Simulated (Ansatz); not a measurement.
**CH₃Cl···H₂Se: density, localisation and related maps**

```xyz
8

C     0.0959    0.0908   -1.4286
Cl   -0.4635   -1.5186   -0.9261
H     0.1476    0.7254   -0.5458
H    -0.6149    0.4918   -2.1471
H     1.0778   -0.0142   -1.8835
Se   -0.4665    0.6073    2.5022
H     0.9085    0.1822    2.7858
H    -0.6847   -0.5648    1.6431
```

Geometry: PBE0-D4/def2-TZVP.

These are results of RKS PBE0-D4/def2-TZVPPD in Ansatz, not measurements.

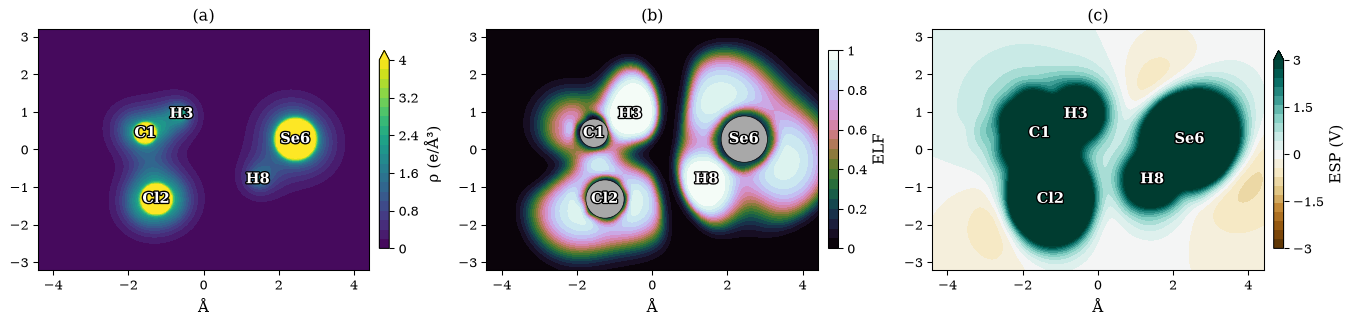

Figure 1. (a) total electron density; (b) ELF; (c) molecular electrostatic potential on the plane of atoms Cl2, C1 and H3. Grey discs cover the atomic cores in the ELF map.

### Interpret the plot.

- Atoms in the plane: C, Cl, H and Se.
- Cl2···H8 (2.75 Å): the density falls to about 0.06 e/Å³ on the way; the ELF dips to about 0.05 between them: a weak contact between the two molecules.
- C–Cl (1.78 Å): ρ at the midpoint is about 1.3 e/Å³; the ELF peaks at about 0.90 between the atoms; localised, covalent bonding.
- C–H (1.09 Å): ρ is about 2.1 e/Å³ halfway; the ELF climbs to about 1 towards the hydrogen, as it does in any bond to H; an ordinary covalent bond to hydrogen.
- Se–H (1.47 Å): ρ is about 1.4 e/Å³ halfway; the ELF climbs to about 1 towards the hydrogen.
- The ELF also peaks beside Cl2 and Se6, away from the bonds: lone-pair regions.
- Outside the dense part of the complex the potential is most negative (−0.8 V) near Se6.

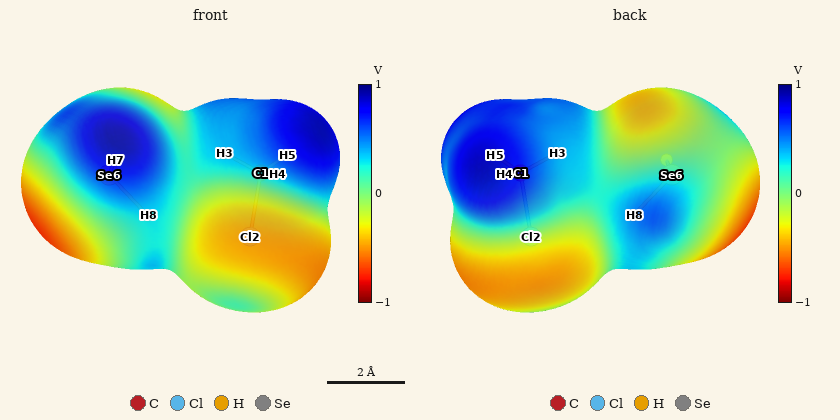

Figure 2. The molecular electrostatic potential painted on the density surface at 0.001 e/bohr³, seen from the front and from behind; the colour scale runs from red (negative) to blue (positive).

### Which sites attract a positive test charge, and which a negative one?

A positive charge is drawn to the negative regions and a negative charge to the positive ones. The most negative region (about −0.7 V) lies over Se6, the most positive (about +0.9 V) over H4, H5 and H7. Cl2 shows a σ-hole: about +0.1 V at the tip opposite its bond, against about −0.4 V on its flanks.

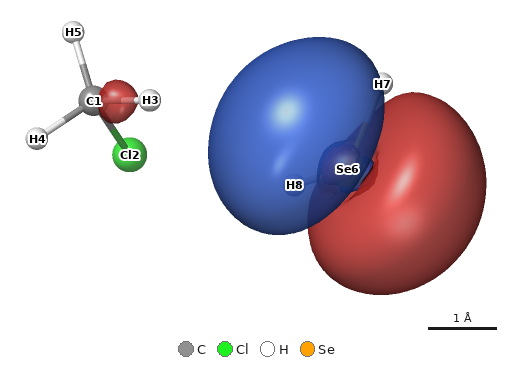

Figure 3. The HOMO at ±0.08 Å⁻³ᐟ² (blue and red are the two phases), seen at an oblique angle.

### Where does this orbital lie, and at what energy?

By Hirshfeld shares it lies mainly on Se6 (about 90 %); largely a lone pair of Se6. Its energy is −7.12 eV.
